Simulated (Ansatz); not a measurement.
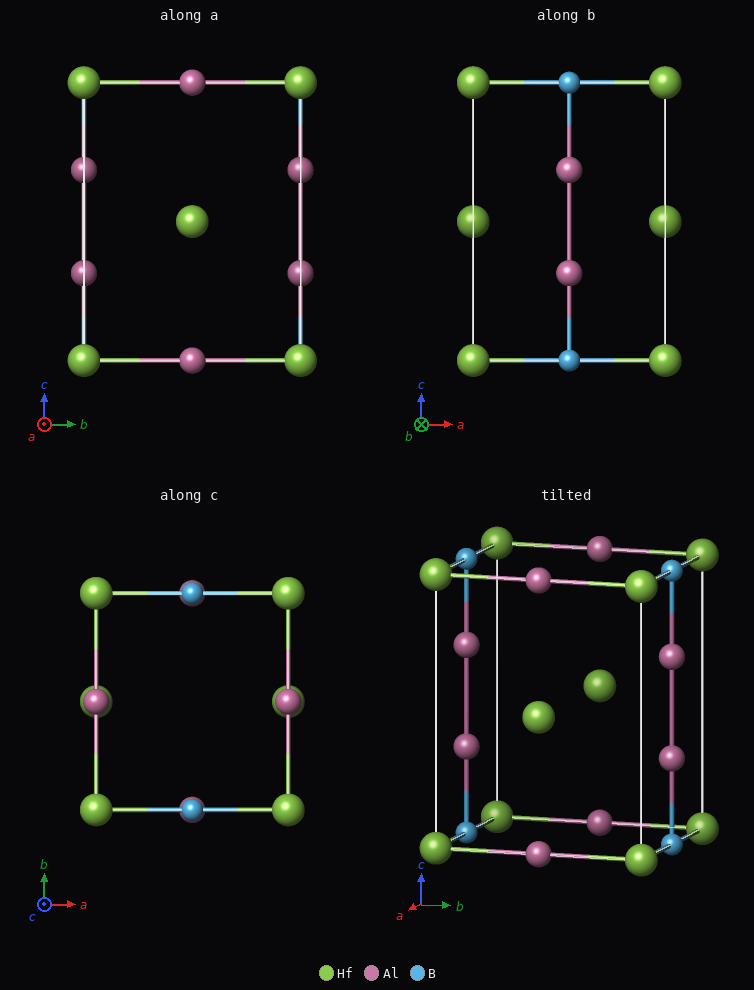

Structure drawing (ball-and-stick), viewed along the a axis, along the b axis, along the c axis and slightly off an axis. The parallelepiped is the conventional unit cell.

Lattice parameters: a = 4.370 Å, b = 4.928 Å, c = 6.323 Å, α = 90.00°, β = 90.00°, γ = 90.00°.

Q: Express the structure as a table of Wyckoff sites, with free fractional coordinates to two decimals.

A: Space group Pmmm (No. 47).
```
atom  site     x     y     z
  Hf    1a  0.00  0.00  0.00
  Hf    1g  0.00  0.50  0.50
  Al    2s  0.50  0.00  0.69
  Al    1e  0.00  0.50  0.00
   B    1b  0.50  0.00  0.00
```

Origin of the cell: a random cell made by a generator, so it need not be a real form of the compound. The final geometry of a relaxation with DFT PBE, scalar-relativistic, plane waves, PAW in Ansatz 0.2.0 is shown.
